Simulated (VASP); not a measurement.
Band structure of C (space group Fd-3m). Level of theory: LDA (Ceperley-Alder, Perdew-Zunger), VASP's LDA PAW potentials (set 64) (plane waves; VASP 6.6.1).

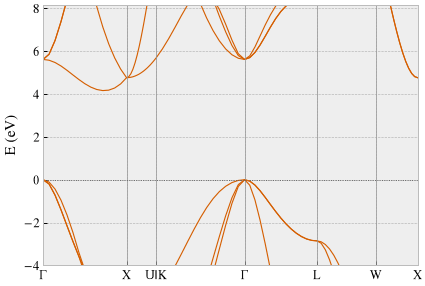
Figure. Bands along high-symmetry lines, zero at the valence-band maximum or, without a gap, the Fermi level

Q: Read the plot: is there a gap, and where are the band edges?

A: The gap is indirect, 4.16 eV, from the valence maximum at Γ to the conduction minimum at Γ-X at 0.71. (Edges off the drawn lines would not show.)

The structure comes from a computed database's C entry (Fd-3m); how it stands against other phases isn't given here. It was relaxed first.
